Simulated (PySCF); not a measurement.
```xyz
17

C    -1.0646    1.7865   -0.3996
Si   -0.6920    0.2469    0.6375
C    -1.5545   -1.3172    0.0043
F    -1.3020    0.5300    2.1281
C     1.1755   -0.0214    0.8981
Si    2.1206   -0.6420   -0.6163
F     1.7191    0.2987   -1.8664
H    -2.1283    1.8882   -0.5938
H    -0.7384    2.6882    0.1109
H    -0.5547    1.7467   -1.3562
H    -1.3393   -2.1706    0.6407
H    -1.2342   -1.5655   -1.0021
H    -2.6326   -1.1888   -0.0140
H     1.3193   -0.7265    1.7158
H     1.6155    0.9183    1.2335
H     3.5635   -0.4820   -0.4924
H     1.7203   -1.9775   -1.0381
```

Geometry: GFN2-xTB.

Computed with PySCF 2.14.0, B97-2/pcSseg-1, SCF density, in a water solvent model, non-relativistic.

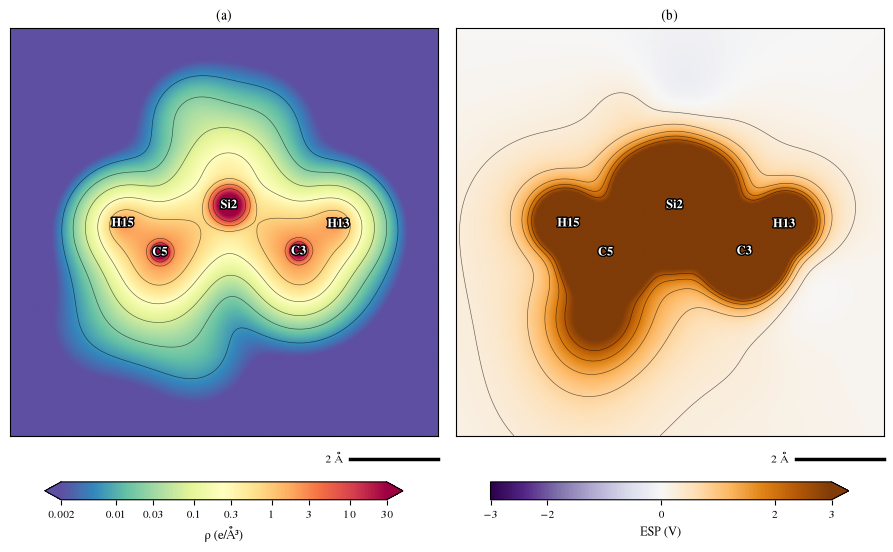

C3H10F2Si2 (SMILES C[Si](C)(F)C[SiH2]F). (a) total electron density; (b) electrostatic potential on the plane of atoms Si2, C5 and H15.

Q: What does the map show?

A:
- The section cuts through Si, C and H sites.
- C–Si (1.90 Å): ρ at the midpoint is about 0.95 e/Å³.
- C–H (1.09 Å): ρ is about 1.9 e/Å³ halfway.
- The potential has no marked negative region in this plane.
